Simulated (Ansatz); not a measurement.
## From SnF4 to SnI4: predicting a member

Gas-phase molecules. On one Sn centre, n of the F ligands are replaced by I. The atomisation energy (no zero-point term) y in kJ/mol at CCSD(T)/def2-TZVPP. Shapes: PBE0-D4/def2-TZVP. Programs: Ansatz 0.2.0.

```
molecule  n  y (kJ/mol)
    SnF4  0        1662
   SnIF3  1           ?
  SnI2F2  2        1299
    SnI4  4         924
```

Fit y = c + s·n to the known rows and predict SnIF3.


1. Means of the 3 rows: n = 2.00000, y = 1295.0.
2. Σ(Δn)² = 8, Σ(Δn·Δy) = -1476, so the slope is -1476/8 = -184.5.
3. Intercept: 1295.0 − (-184.5) × 2.00000 = 1664.0. The largest residual of the fit is 4.0.
4. SnIF3: 1664.0 + (-184.5) × 1 = 1480 kJ/mol.

The run gave 1485 kJ/mol, so the prediction is off by -5 kJ/mol, more than the largest residual. The steps are nearly additive. The slope is the difference between a Sn–I and a Sn–F bond. Other levels give for SnIF3: HF/def2-SVP 911; PBE0-D4/def2-TZVPP 1507; MP2/def2-TZVPP 1580 kJ/mol. Spin-orbit coupling of the free atoms (F 2, I 30 kJ/mol each; the atoms kept shift only the intercept) is left out. Coupled cluster in double- or triple-zeta sets underbinds by a few per cent against its basis-set limit. For atoms past krypton def2 sets carry core potentials with scalar relativity. Outer-core shells of I, Sn are correlated, in sets that cover them unevenly.

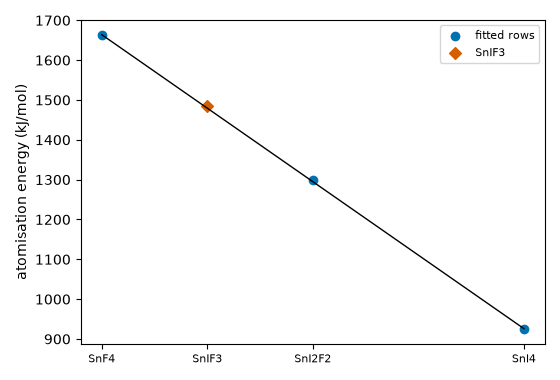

The fitted line, with the withheld member.
